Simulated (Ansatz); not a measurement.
**AlBrH$_{2}$S$_{2}$: density, localisation and related maps**

The calculation's input:

```
crystal:
  periodic: [false, false, false]
  atoms:
    - { symbol: S, position_ang: [-0.0077, 1.7224, -1.1278] }
    - { symbol: Al, position_ang: [-0.0054, -0.3069, -0.2212] }
    - { symbol: S, position_ang: [-0.0165, -0.5411, 2.02] }
    - { symbol: Br, position_ang: [0.1106, -2.2114, -1.621] }
    - { symbol: H, position_ang: [-1.50553, 0.03288, -0.29702] }
    - { symbol: H, position_ang: [1.4224, -0.4978, 2.0727] }
magnetization:
  spin_polarized: true
basis:
  gaussian: { orbitals: def2-SVP }
hamiltonian:
  xc: lda
relax:
  f_tol: 0.02
  max_steps: 50
output:
  orbitals: {}
```

Command:

```sh
ansatz run input.yaml --threads 2 --pin off --max-ram 3072MiB --backend cpu --events-out ev --progress --plain --runs-dir out
```

The fields are those of the relaxed geometry.

All numbers below come from UKS LDA/def2-SVP in Ansatz 0.2.0.

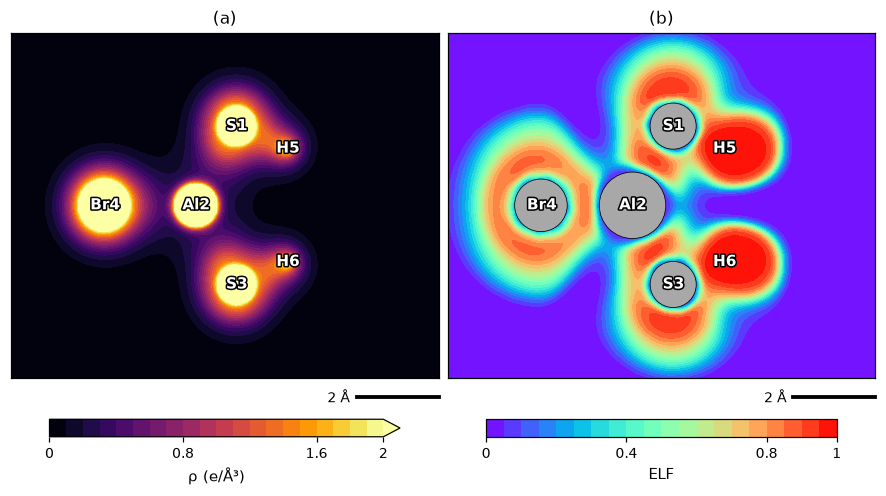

Figure 1. (a) total electron density; (b) ELF on the molecular plane. Grey discs cover the atomic cores in the ELF map.

> What do the fields say about this system?

- The section cuts through S, Al, Br and H sites.
- Al–S (2.17 Å): ρ is about 0.68 e/Å³ halfway; the ELF peaks at about 0.90 in the valence shell of S, 0.9 Å from its nucleus, and is about 0.85 at the midpoint.
- Al–Br (2.23 Å): ρ is about 0.66 e/Å³ halfway; the ELF peaks at about 0.85 in the valence shell of Br, 1.1 Å from its nucleus, and is about 0.85 at the midpoint.
- S–H (1.37 Å): the density is about 1.4 e/Å³ at the midpoint; the ELF climbs to about 1 towards the hydrogen, as it does in any bond to H.
- The ELF also peaks beside S3, Br4 and S1, away from the bonds: lone-pair regions.

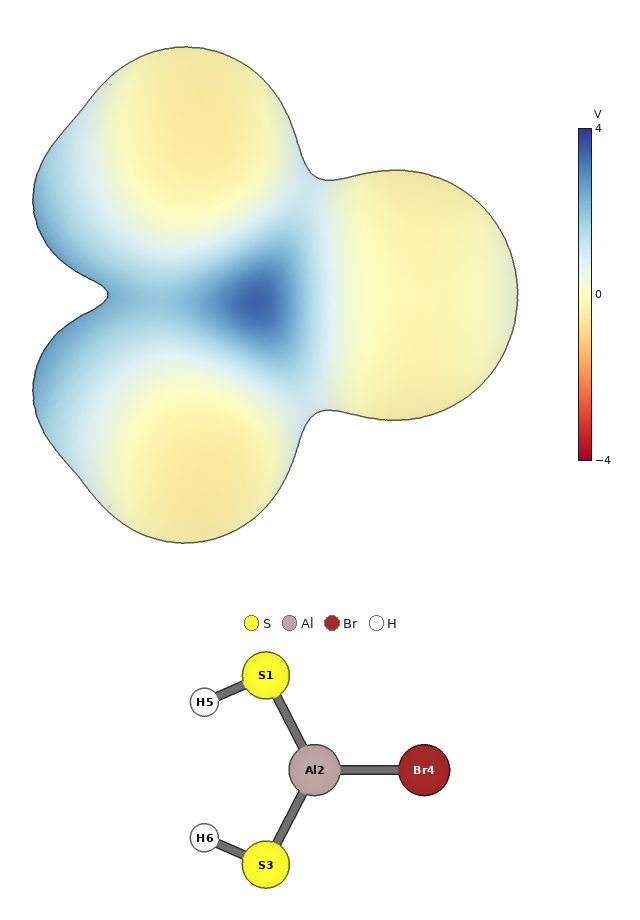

Figure 2. The electrostatic potential painted on the density surface at 0.004 e/bohr³, seen across its widest extent; red is negative and blue positive. The bare structure is drawn below in the same view.

> Describe the electrostatic potential map.

The most negative region (about −0.5 V, or −12 kcal/mol for a unit charge) lies over S1 and S3, the most positive (about +3.3 V, or +76 kcal/mol for a unit charge) over Al2. Br4 shows a σ-hole: about +0.5 V, or +12 kcal/mol for a unit charge at the tip opposite its bond, against about −0.3 V on its flanks.

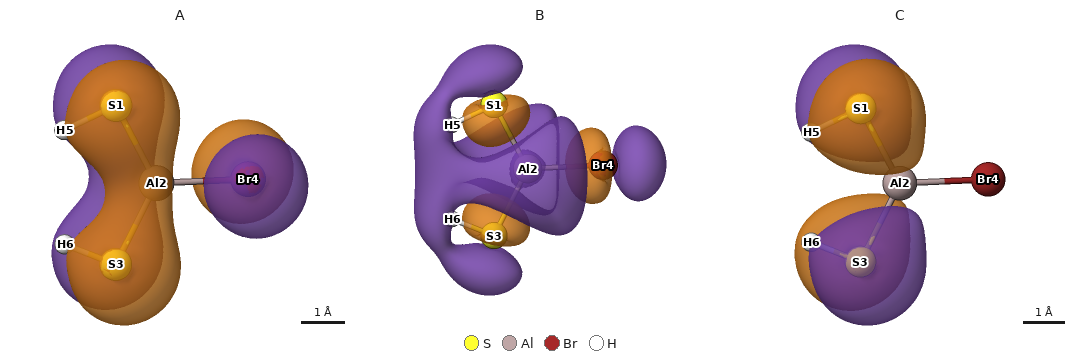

Figure 3. Three frontier orbitals at ±0.06 Å⁻³ᐟ² (orange and purple are the two phases), in no order.

> Which picture is the HOMO−1, the HOMO and the LUMO?

A is the HOMO−1 (−6.99 eV). Its weight (Hirshfeld) is mainly on S1 (about 30 %), S3 (about 30 %), Br4 (about 25 %) and Al2 (about 10 %); it changes sign across the molecular plane (π type); π-bonding across S1–Al2 and Al2–S3; π-antibonding (a node) across Al2–Br4. C is the HOMO (−6.64 eV). Its weight (Hirshfeld) is mainly on S1 (about 45 %) and S3 (about 45 %); it changes sign across the molecular plane (π type). B is the LUMO (−1.71 eV). It lies mainly on Al2 (about 40 %), S1 (about 15 %), S3 (about 15 %) and Br4 (about 15 %); it is symmetric in the molecular plane (an in-plane orbital: σ, lone-pair or in-plane π type).

> What is the HOMO–LUMO gap?

4.93 eV between the orbital energies.
